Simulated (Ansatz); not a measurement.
Nudged elastic band, with input and output: CH$_{5}$BOSi

The run: nudged elastic band of CH$_{5}$BOSi. Method and program: RKS BLYP-D4/cc-pVDZ (Ansatz 0.2.0).

It belongs to a series of runs on one base structure; here: band between the two ends. Figures and captions count atoms from 1; the log counts them from 0 in places.

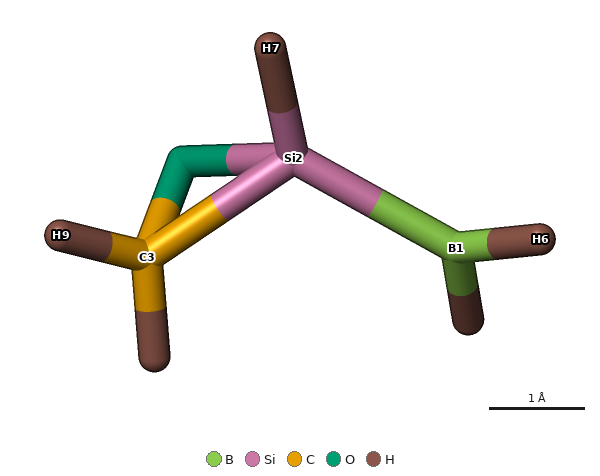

Fig. 1: The input geometry (stick view, seen at a tilt; atoms are numbered from 1 in the order of the input). Bond lengths as drawn: B–H 1.21 Å, B–Si 1.97 Å, C–H 1.11 Å, C–O 1.44 Å, C–Si 1.90 Å, H–Si 1.50 Å and O–Si 1.77 Å.

## The input
```yaml
crystal:
  periodic: [false, false, false]
  atoms:
    - { symbol: B, position_ang: [-0.415504, 1.749632, -0.111751] }
    - { symbol: Si, position_ang: [0.525064, 0.140728, 0.51499] }
    - { symbol: C, position_ang: [-0.016183, -1.48173, -0.320199] }
    - { symbol: O, position_ang: [-0.431506, -1.255981, 1.038784] }
    - { symbol: H, position_ang: [-1.604774, 1.676743, -0.320894] }
    - { symbol: H, position_ang: [0.182004, 2.770479, -0.369406] }
    - { symbol: H, position_ang: [1.91602, 0.108141, 1.077148] }
    - { symbol: H, position_ang: [-0.831928, -1.498872, -1.067612] }
    - { symbol: H, position_ang: [0.765308, -2.25544, -0.458159] }
basis:
  gaussian: { orbitals: cc-pVDZ }
hamiltonian:
  xc: blyp
  dispersion: d4
neb:
  order_check: false
  images: 7
  f_tol: 0.03
  max_iterations: 60
  final_atoms:
    - { symbol: B, position_ang: [-0.4159754, 1.75216558, -0.11086383] }
    - { symbol: Si, position_ang: [0.52523122, 0.14069065, 0.50920843] }
    - { symbol: C, position_ang: [-0.01402244, -1.48473335, -0.32075105] }
    - { symbol: O, position_ang: [-0.43529778, -1.25337267, 1.03534129] }
    - { symbol: H, position_ang: [0.17785036, 2.77801152, -0.3562902] }
    - { symbol: H, position_ang: [-1.60376666, 1.67601332, -0.32661623] }
    - { symbol: H, position_ang: [1.9133884, 0.10757027, 1.07790419] }
    - { symbol: H, position_ang: [-0.82563836, -1.50231807, -1.07277817] }
    - { symbol: H, position_ang: [0.76673166, -2.26032725, -0.45225344] }
  initial_path:
    images:
      - { positions_ang: [[-0.415504, 1.749632, -0.111751], [0.525064, 0.140728, 0.51499], [-0.016183, -1.48173, -0.320199], [-0.431506, -1.255981, 1.038784], [-1.604774, 1.676743, -0.320894], [0.182004, 2.770479, -0.369406], [1.91602, 0.108141, 1.077148], [-0.831928, -1.498872, -1.067612], [0.765308, -2.25544, -0.458159]] }
      - { positions_ang: [[-0.40306706, 1.72356602, -0.11694626], [0.55459435, 0.13407122, 0.44951961], [-0.02660739, -1.48274737, -0.33038945], [-0.41072767, -1.21873445, 1.01311019], [-1.59929199, 1.65431626, -0.32116242], [0.16332646, 2.76996533, -0.32168601], [1.90348299, 0.12801785, 1.08797416], [-0.83141453, -1.47808067, -1.06537845], [0.73820584, -2.27667418, -0.41214036]] }
      - { positions_ang: [[-0.39063011, 1.69750004, -0.12214153], [0.58412471, 0.12741443, 0.38404922], [-0.03703178, -1.48376474, -0.3405799], [-0.38994934, -1.18148791, 0.98743637], [-1.59380999, 1.63188952, -0.32143084], [0.14464892, 2.76945166, -0.27396602], [1.89094598, 0.1478947, 1.09880032], [-0.83090107, -1.45728934, -1.0631449], [0.71110368, -2.29790837, -0.36612173]] }
      - { positions_ang: [[-0.37819317, 1.67143406, -0.12733679], [0.61365506, 0.12075765, 0.31857883], [-0.04745617, -1.48478211, -0.35077035], [-0.36917101, -1.14424136, 0.96176256], [-1.58832798, 1.60946278, -0.32169926], [0.12597138, 2.76893799, -0.22624603], [1.87840897, 0.16777155, 1.10962648], [-0.8303876, -1.436498, -1.06091135], [0.68400153, -2.31914255, -0.32010309]] }
      - { positions_ang: [[-0.36575623, 1.64536808, -0.13253205], [0.64318541, 0.11410087, 0.25310844], [-0.05788056, -1.48579948, -0.3609608], [-0.34839268, -1.10699481, 0.93608874], [-1.58284598, 1.58703604, -0.32196768], [0.10729384, 2.76842432, -0.17852605], [1.86587197, 0.1876484, 1.12045264], [-0.82987414, -1.41570667, -1.0586778], [0.65689937, -2.34037674, -0.27408445]] }
      - { positions_ang: [[-0.37831102, 1.67206745, -0.127115], [0.61369687, 0.12074831, 0.31713344], [-0.04691603, -1.48553295, -0.35090836], [-0.37011896, -1.14358928, 0.96090188], [-1.14267189, 1.88477991, -0.33054831], [-0.32047129, 2.49532157, -0.21554859], [1.87775108, 0.16762887, 1.10981553], [-0.82881519, -1.43735952, -1.06220289], [0.68435744, -2.32036436, -0.3186267]] }
      - { positions_ang: [[-0.39086581, 1.69876683, -0.12169794], [0.58420832, 0.12739576, 0.38115843], [-0.0359515, -1.48526642, -0.34085592], [-0.39184523, -1.18018374, 0.98571502], [-0.70249781, 2.18252378, -0.33912894], [-0.74823641, 2.22221882, -0.25257114], [1.88963018, 0.14760933, 1.09917842], [-0.82775625, -1.45901237, -1.06572798], [0.71181551, -2.30035199, -0.36316894]] }
      - { positions_ang: [[-0.40342061, 1.7254662, -0.11628089], [0.55471977, 0.13404321, 0.44518343], [-0.02498697, -1.48499988, -0.33080349], [-0.4135715, -1.21677821, 1.01052815], [-0.26232373, 2.48026765, -0.34770957], [-1.17600154, 1.94911607, -0.28959368], [1.90150929, 0.1275898, 1.08854131], [-0.82669731, -1.48066522, -1.06925308], [0.73927359, -2.28033962, -0.40771119]] }
      - { positions_ang: [[-0.4159754, 1.75216558, -0.11086383], [0.52523122, 0.14069065, 0.50920843], [-0.01402244, -1.48473335, -0.32075105], [-0.43529778, -1.25337267, 1.03534129], [0.17785036, 2.77801152, -0.3562902], [-1.60376666, 1.67601332, -0.32661623], [1.9133884, 0.10757027, 1.07790419], [-0.82563836, -1.50231807, -1.07277817], [0.76673166, -2.26032725, -0.45225344]] }
```

Launched with:
```bash
ansatz run input.yaml --threads 1 --pin off --max-ram 2048MiB --backend cpu --events-out ev --progress --plain --runs-dir out
```

## Output
```
Engine: ansatz 0.2.0, x86_64-unknown-linux-gnu
Functional definition: BLYP
  parameter beta = 0.0042
  parameter a = 0.04918
  parameter b = 0.132
  parameter c = 0.2533
  parameter d = 0.349
  exchange = b88_x(beta = beta)
  correlation = lyp_c(a = a, b = b, c = c, d = d)
997 factors; their error is unknown
mean field evaluation 1: about -11707.2920 eV, gradient 5.9e1 eV
mean field evaluation 2: about -11603.6749 eV, gradient 1.8e2 eV
mean field evaluation 4: about -11715.5210 eV, gradient 1.5e1 eV
mean field evaluation 8: about -11716.0324 eV, gradient 1.1e-1 eV
mean field evaluation 16: about -11715.9916 eV, gradient 1.6e-4 eV
mean field -11715.99156212 eV, -430.5547485236 hartree, gradient 2.6e-5 eV, S^2 0.000000; 0 other end points of the search recorded, 0 dependent functions left out
the calculation of the forces begins
reference -11715.99188089 eV, -430.5547602382 hartree; 19, 19 occupied and 66, 66 virtual orbitals, 997 factors
997 factors; their error is unknown
mean field evaluation 32: about -11715.9917 eV, gradient 8.1e-4 eV
mean field -11715.99165635 eV, -430.5547519866 hartree, gradient 2.6e-5 eV, S^2 0.000000; 0 other end points of the search recorded, 0 dependent functions left out
[... from here on the field's lines of each further geometry are left out, up to the last ...]
NEB iter   1: max|band force component| = 1.047e3 eV/Å  barrier→ = 124.0852 eV  barrier← = 124.0852 eV  Δτ_max = 0.2000 Å  (343 SCF iters)
NEB iter   2: max|band force component| = 1.151e2 eV/Å  barrier→ = 32.7744 eV  barrier← = 32.7743 eV  Δτ_max = 0.2000 Å  (234 SCF iters)
NEB iter   3: max|band force component| = 7.855e1 eV/Å  barrier→ = 20.5196 eV  barrier← = 20.5196 eV  Δτ_max = 0.2000 Å  (232 SCF iters)
NEB iter   4: max|band force component| = 4.014e1 eV/Å  barrier→ = 16.0487 eV  barrier← = 16.0487 eV  Δτ_max = 0.1993 Å  (228 SCF iters)
NEB iter   5: max|band force component| = 5.023e1 eV/Å  barrier→ = 14.1791 eV  barrier← = 14.1791 eV  Δτ_max = 0.0999 Å  (231 SCF iters)
NEB iter   6: max|band force component| = 3.032e1 eV/Å  barrier→ = 11.9142 eV  barrier← = 11.9141 eV  Δτ_max = 0.1013 Å  (232 SCF iters)
NEB iter   7: max|band force component| = 2.394e1 eV/Å  barrier→ = 10.1825 eV  barrier← = 10.1825 eV  Δτ_max = 0.1015 Å  (225 SCF iters)
NEB iter   8: max|band force component| = 1.407e1 eV/Å  barrier→ = 7.8697 eV  barrier← = 7.8696 eV  Δτ_max = 0.0995 Å  (218 SCF iters)
NEB iter   9: max|band force component| = 9.686e0 eV/Å  barrier→ = 6.4727 eV  barrier← = 6.4727 eV  Δτ_max = 0.0993 Å  (217 SCF iters)
NEB iter  10: max|band force component| = 6.222e0 eV/Å  barrier→ = 5.1937 eV  barrier← = 5.1937 eV  Δτ_max = 0.1009 Å  (222 SCF iters)
NEB iter  11: max|band force component| = 4.626e0 eV/Å  barrier→ = 4.2576 eV  barrier← = 4.2576 eV  Δτ_max = 0.1001 Å  (215 SCF iters)
NEB iter  12: max|band force component| = 3.561e0 eV/Å  barrier→ = 3.4028 eV  barrier← = 3.4028 eV  Δτ_max = 0.1019 Å  (214 SCF iters)
NEB iter  13: max|band force component| = 3.349e0 eV/Å  barrier→ = 2.8115 eV  barrier← = 2.8115 eV  Δτ_max = 0.2000 Å  (212 SCF iters)
NEB iter  14: max|band force component| = 2.549e0 eV/Å  barrier→ = 1.9303 eV  barrier← = 1.9303 eV  Δτ_max = 0.1045 Å  (217 SCF iters)
NEB iter  15: max|band force component| = 2.274e0 eV/Å  barrier→ = 1.4018 eV  barrier← = 1.4018 eV  Δτ_max = 0.1021 Å  (206 SCF iters)
NEB iter  16: max|band force component| = 1.883e0 eV/Å  barrier→ = 0.8318 eV  barrier← = 0.8317 eV  Δτ_max = 0.1980 Å  (205 SCF iters)
NEB iter  17: max|band force component| = 1.705e0 eV/Å  barrier→ = 0.3888 eV  barrier← = 0.3887 eV  Δτ_max = 0.1995 Å  (208 SCF iters)
NEB iter  18: max|band force component| = 6.889e-1 eV/Å  barrier→ = 0.2960 eV  barrier← = 0.2960 eV  Δτ_max = 0.1975 Å  (222 SCF iters)
NEB iter  19: max|band force component| = 9.978e-1 eV/Å  barrier→ = 0.2711 eV  barrier← = 0.2711 eV  Δτ_max = 0.1000 Å  (213 SCF iters)
NEB iter  20: max|band force component| = 5.368e-1 eV/Å  barrier→ = 0.2785 eV  barrier← = 0.2785 eV  Δτ_max = 0.0900 Å  (208 SCF iters)
NEB iter  21: max|band force component| = 1.690e-1 eV/Å  barrier→ = 0.2481 eV  barrier← = 0.2480 eV  CI = image 5  Δτ_max = 0.0994 Å  (208 SCF iters)
NEB iter  22: max|band force component| = 2.227e-1 eV/Å  barrier→ = 0.2517 eV  barrier← = 0.2517 eV  CI = image 5  Δτ_max = 0.0996 Å  (208 SCF iters)
NEB iter  23: max|band force component| = 2.510e-1 eV/Å  barrier→ = 0.2551 eV  barrier← = 0.2550 eV  CI = image 5  Δτ_max = 0.0412 Å  (210 SCF iters)
NEB iter  24: max|band force component| = 9.916e-2 eV/Å  barrier→ = 0.2534 eV  barrier← = 0.2533 eV  CI = image 5  Δτ_max = 0.0369 Å  (200 SCF iters)
NEB iter  25: max|band force component| = 5.803e-2 eV/Å  barrier→ = 0.2526 eV  barrier← = 0.2525 eV  CI = image 5  Δτ_max = 0.0253 Å  (196 SCF iters)
NEB iter  26: max|band force component| = 4.337e-2 eV/Å  barrier→ = 0.2524 eV  barrier← = 0.2524 eV  CI = image 5  Δτ_max = 0.0154 Å  (194 SCF iters)
the calculation of the forces begins
reference -11715.92856527 eV, -430.5524334320 hartree; 19, 19 occupied and 66, 66 virtual orbitals, 997 factors
997 factors; their error is unknown
mean field -11715.74371585 eV, -430.5456403411 hartree, gradient 2.4e-5 eV, S^2 0.000000; 1 other end points of the search recorded, 0 dependent functions left out
the calculation of the forces begins
reference -11715.74403561 eV, -430.5456520922 hartree; 19, 19 occupied and 66, 66 virtual orbitals, 997 factors
NEB iter  27: max|band force component| = 2.151e-2 eV/Å  barrier→ = 0.2523 eV  barrier← = 0.2523 eV  CI = image 5  Δτ_max = 0.0000 Å  (378 SCF iters)
```

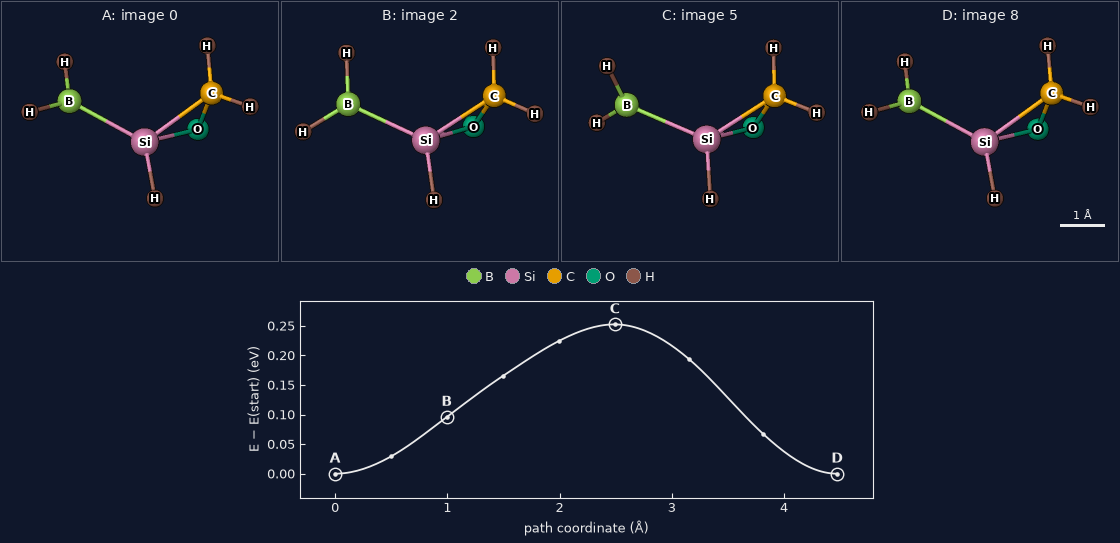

Fig. 2: Images of the last band (counted from 0; ball-and-stick, seen on its broad side) above the energy along the path; the line is a cubic interpolation that uses the forces. The highest image is number 5, 0.252 eV above the start and 0.252 eV above the end (the climbing image); start and end have the same energy. The path is 4.48 Å long. The band converged in 27 iterations.

```
Total energy: -11716.08673920 eV, -430.5582462168 hartree
Atom 0 at    -0.379374     1.808566    -0.143825 Å, force    -0.006656     0.021533     0.005288 eV/Å
Atom 1 at     0.553357     0.083135     0.334469 Å, force     0.020751    -0.012243     0.004093 eV/Å
Atom 2 at     0.014157    -1.565275    -0.318957 Å, force    -0.002217     0.010318    -0.001030 eV/Å
Atom 3 at    -0.541704    -1.110508     0.997728 Å, force    -0.009709    -0.002466     0.002873 eV/Å
Atom 4 at    -0.449198     2.221213    -1.279977 Å, force     0.001465    -0.005770    -0.005856 eV/Å
Atom 5 at    -0.917032     2.452034     0.730745 Å, force    -0.000656    -0.008192    -0.000216 eV/Å
Atom 6 at     1.901288     0.176847     1.004780 Å, force    -0.004458     0.001896    -0.005057 eV/Å
Atom 7 at    -0.752175    -1.651681    -1.112449 Å, force     0.000206    -0.003132     0.000196 eV/Å
Atom 8 at     0.659182    -2.460630    -0.229612 Å, force     0.001274    -0.001945    -0.000292 eV/Å
Dipole moment:     0.195880     0.229399    -0.260398 e Å
this run last wrote the band of iteration 27 to [file]
```

## The last band as extended XYZ (Å, eV, eV/Å)
```
9
Properties=species:S:1:pos:R:3:forces:R:3 image=0 energy=-11716.33875
B    -0.4155    1.7496   -0.1118    0.0013  -0.0004   0.0043
Si    0.5251    0.1407    0.5150   -0.0026   0.0048  -0.0024
C    -0.0162   -1.4817   -0.3202   -0.0013  -0.0019  -0.0047
O    -0.4315   -1.2560    1.0388   -0.0004   0.0034   0.0092
H    -1.6048    1.6767   -0.3209    0.0020  -0.0016   0.0001
H     0.1820    2.7705   -0.3694   -0.0018   0.0001  -0.0018
H     1.9160    0.1081    1.0771   -0.0023  -0.0019  -0.0011
H    -0.8319   -1.4989   -1.0676    0.0027   0.0034  -0.0027
H     0.7653   -2.2554   -0.4582    0.0024  -0.0059  -0.0010
9
Properties=species:S:1:pos:R:3:forces:R:3 image=1 energy=-11716.30960
B    -0.4056    1.7832   -0.1183   -0.0070  -0.0060   0.0047
Si    0.5701    0.1396    0.3851   -0.0184   0.0031   0.0250
C    -0.0280   -1.5272   -0.2951    0.0059  -0.0005  -0.0025
O    -0.4415   -1.1696    1.0365    0.0003  -0.0166  -0.0037
H    -1.5365    1.6608   -0.5309   -0.0196  -0.0048   0.0495
H     0.0898    2.8849   -0.0541    0.0359   0.0039  -0.0697
H     1.9608    0.1123    0.9506   -0.0125  -0.0022   0.0276
H    -0.8428   -1.5886   -1.0416    0.0052   0.0119  -0.0104
H     0.7223   -2.3418   -0.3492    0.0101   0.0113  -0.0205
9
Properties=species:S:1:pos:R:3:forces:R:3 image=2 energy=-11716.24275
B    -0.3957    1.7901   -0.1343    0.0022   0.0027  -0.0011
Si    0.6211    0.1309    0.2777   -0.0259  -0.0057   0.0299
C    -0.0399   -1.5450   -0.2703    0.0092  -0.0010  -0.0065
O    -0.4438   -1.0748    1.0405   -0.0027  -0.0142  -0.0105
H    -1.4152    1.6886   -0.7781   -0.0447  -0.0274   0.0668
H    -0.0500    2.8826    0.2538    0.0562   0.0299  -0.0775
H     2.0122    0.1207    0.8468   -0.0160  -0.0049   0.0374
H    -0.8638   -1.6376   -1.0035    0.0094   0.0095  -0.0178
H     0.6636   -2.4018   -0.2496    0.0124   0.0111  -0.0206
9
Properties=species:S:1:pos:R:3:forces:R:3 image=3 energy=-11716.17363
B    -0.3743    1.7860   -0.1593   -0.0073  -0.0044  -0.0077
Si    0.6584    0.1136    0.2151   -0.0084  -0.0082   0.0085
C    -0.0536   -1.5489   -0.2513    0.0174   0.0045  -0.0095
O    -0.4529   -0.9915    1.0488   -0.0162   0.0039  -0.0139
H    -1.2150    1.7904   -1.0297   -0.0557  -0.0471   0.0507
H    -0.2315    2.7808    0.5148    0.0626   0.0440  -0.0364
H     2.0517    0.1229    0.7825   -0.0080  -0.0084   0.0345
H    -0.8867   -1.6540   -0.9718    0.0127   0.0085  -0.0210
H     0.5923   -2.4455   -0.1661    0.0028   0.0071  -0.0053
9
Properties=species:S:1:pos:R:3:forces:R:3 image=4 energy=-11716.11454
B    -0.3494    1.7971   -0.1706   -0.0096  -0.0136   0.0157
Si    0.6397    0.0910    0.2357    0.0102   0.0107  -0.0046
C    -0.0566   -1.5575   -0.2587    0.0055  -0.0030  -0.0023
O    -0.4781   -0.9954    1.0570   -0.0169   0.0110  -0.0173
H    -0.8853    1.9861   -1.2388   -0.0557  -0.0327   0.0095
H    -0.4820    2.6334    0.6956    0.0533   0.0237  -0.0130
H     2.0344    0.1283    0.8021   -0.0004  -0.0093   0.0276
H    -0.8891   -1.6535   -0.9809    0.0146   0.0084  -0.0216
H     0.5548   -2.4757   -0.1585   -0.0010   0.0048   0.0060
9
Properties=species:S:1:pos:R:3:forces:R:3 image=5 energy=-11716.08642
B    -0.3794    1.8086   -0.1438   -0.0067   0.0215   0.0053
Si    0.5534    0.0831    0.3345    0.0208  -0.0122   0.0041
C     0.0142   -1.5653   -0.3190   -0.0022   0.0103  -0.0010
O    -0.5417   -1.1105    0.9977   -0.0097  -0.0025   0.0029
H    -0.4492    2.2212   -1.2800    0.0015  -0.0058  -0.0059
H    -0.9170    2.4520    0.7307   -0.0007  -0.0082  -0.0002
H     1.9013    0.1768    1.0048   -0.0045   0.0019  -0.0051
H    -0.7522   -1.6517   -1.1124    0.0002  -0.0031   0.0002
H     0.6592   -2.4606   -0.2296    0.0013  -0.0019  -0.0003
9
Properties=species:S:1:pos:R:3:forces:R:3 image=6 energy=-11716.14498
B    -0.4196    1.8057   -0.1044    0.0045  -0.0045   0.0084
Si    0.4738    0.0875    0.4250   -0.0180  -0.0022   0.0033
C     0.0625   -1.5508   -0.3635   -0.0117  -0.0068  -0.0008
O    -0.5534   -1.2316    0.9472    0.0309  -0.0024   0.0268
H    -0.0011    2.4711   -1.0248    0.0859   0.0481   0.0399
H    -1.3973    2.1997    0.4892   -0.0778  -0.0474  -0.0573
H     1.7937    0.1834    1.1450    0.0206   0.0045  -0.0381
H    -0.6548   -1.6208   -1.2035   -0.0346  -0.0018   0.0307
H     0.7845   -2.3905   -0.3273    0.0001   0.0127  -0.0130
9
Properties=species:S:1:pos:R:3:forces:R:3 image=7 energy=-11716.27154
B    -0.4283    1.7832   -0.0972   -0.0006  -0.0076  -0.0025
Si    0.4835    0.1162    0.4675    0.0019   0.0082   0.0073
C     0.0219   -1.5241   -0.3429   -0.0173   0.0035   0.0107
O    -0.4749   -1.2646    1.0004    0.0281  -0.0019   0.0234
H     0.1862    2.6312   -0.7050    0.0525   0.0400   0.0774
H    -1.6045    1.9565    0.1212   -0.0482  -0.0621  -0.0998
H     1.8547    0.1494    1.0801    0.0277  -0.0081  -0.0329
H    -0.7503   -1.5828   -1.1333   -0.0399   0.0076   0.0332
H     0.8002   -2.3114   -0.4080   -0.0042   0.0203  -0.0169
9
Properties=species:S:1:pos:R:3:forces:R:3 image=8 energy=-11716.33872
B    -0.4160    1.7522   -0.1109    0.0010  -0.0019  -0.0001
Si    0.5252    0.1407    0.5092   -0.0022  -0.0032   0.0087
C    -0.0140   -1.4847   -0.3208   -0.0050   0.0031  -0.0070
O    -0.4353   -1.2534    1.0353    0.0015   0.0053   0.0009
H     0.1779    2.7780   -0.3563    0.0006   0.0004  -0.0027
H    -1.6038    1.6760   -0.3266   -0.0014  -0.0004   0.0009
H     1.9134    0.1076    1.0779    0.0003   0.0007  -0.0005
H    -0.8256   -1.5023   -1.0728    0.0015   0.0000   0.0014
H     0.7667   -2.2603   -0.4523    0.0037  -0.0040  -0.0016
```

## Key numbers

| quantity | value |
| --- | --- |
| outcome | converged |
| barrier, forward | 0.252 eV |
| barrier, backward | 0.252 eV |
| hardware | 1 thread of Intel Xeon @ 2.50GHz (Skylake/Cascade Lake), 189 GiB of memory available, shared host |
| wall time | 15 min |
| peak memory | 0.13 GiB |

## Notes

The order of the saddle point was not checked.
